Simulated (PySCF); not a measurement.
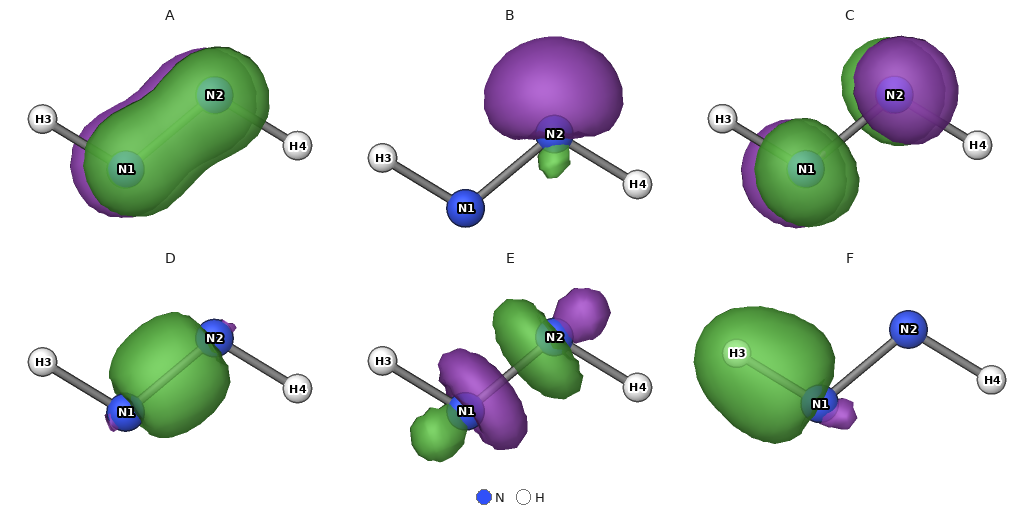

*H$_{2}$N$_{2}$, SMILES `N=N`. Intrinsic bond orbitals (IBO), occupied and valence-virtual; each surface holds about 70 % of the orbital's density. Energies are diagonal elements of the Fock matrix.*

PySCF calculation, B3LYP/def2-SVP, gas phase; geometry: GFN2-xTB. No frequency check shows the geometry to be a minimum.

Geometry (Å), atoms numbered from 1:

```
N1       0.5879    0.1878    0.0000
N2      -0.5879   -0.1878    0.0000
H3       1.2144   -0.6366    0.0000
H4      -1.2144    0.6366    0.0000
```

Identify each orbital.

Answer. By panel:
- A: π bond N1–N2 (N1 50 %, N2 50 %; −10.8 eV)
- B: lone pair on N2 (sp1.4-type) (N2 100 %; −10.4 eV)
- C: σ* orbital N2–N1 (N2 50 %, N1 50 %; −0.9 eV)
- D: σ bond N1–N2 (N1 50 %, N2 50 %; −23.5 eV)
- E: σ* orbital N2–N1 (N2 50 %, N1 50 %; 14.1 eV)
- F: σ bond N1–H3 (N1 62 %, H3 37 %; −16.9 eV)

Which has the smallest and which the largest spatial spread?

Answer. Smallest: D (0.63 Å); largest: C (1.03 Å).
